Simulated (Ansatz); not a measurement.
# CH5B− (SMILES [BH2-]C): the energy, rung by rung

CH5B−: 7 atoms, total charge -1, spin state doublet. As SMILES, `[BH2-]C`. Geometry: relaxed at GFN2-xTB.

```xyz
7

B    -0.3676   -0.8767    0.2964
C     0.1299    0.6579   -0.0109
H     0.5664   -1.6521    0.5729
H    -1.1113   -1.3401   -0.5876
H     0.7138    1.0900    0.8179
H     0.7794    0.7702   -0.9090
H    -0.7106    1.3507   -0.1797
```

Each level gives the energy change with the C2–H6 bond stretched from 1.114 to 2.228 Å (eV). The values are calculated.

```tsv
level	kind	program	value (eV)	less FCI/STO-3G	CPU time (all runs)
U-revPBE/STO-3G	GGA	Ansatz	3.06	-0.31	3.5 s
UPBE/STO-3G	GGA	Ansatz	3.14	-0.23	3.5 s
UPBE0/STO-3G	global hybrid	Ansatz	3.66	+0.29	3.5 s
U-wB97M-V/STO-3G	range-separated hybrid	Ansatz	3.70	+0.33	44 s
UB2PLYP/STO-3G	double hybrid	Ansatz	3.64	+0.27	3.8 s
RPA@PBE/STO-3G	RPA	Ansatz	3.16	-0.21	4.4 s
UMP2/STO-3G	perturbation theory	Ansatz	3.98	+0.61	0.23 s
UBCCD(T)/STO-3G	coupled cluster or CI	Ansatz	3.41	+0.04	0.62 s
FCI/STO-3G	exact in the basis	Ansatz	3.37	0.00	60 s
```

FCI/STO-3G is exact within its basis and frozen core, so for wave-function methods in that basis the difference is their error; functionals converge differently with the basis, so for them it is only a difference. Sets without diffuse functions describe the anion poorly. The first shape isn't each level's own minimum. The values span 3.06 to 3.98 eV. Spin contamination of the reference (⟨S²⟩ at least 0.1 too high) touches UPBE0/STO-3G, UB2PLYP/STO-3G, UMP2/STO-3G, UBCCD(T)/STO-3G. All rows use very small basis sets, so even the best lies far from the true value. CPU times are rough (shared hosts, several kinds of processor): they show what a rung costs within a factor of a few.

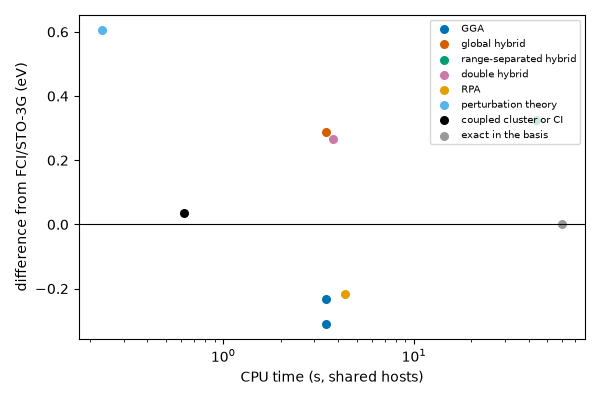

Difference from FCI/STO-3G against processor time, one point a level.
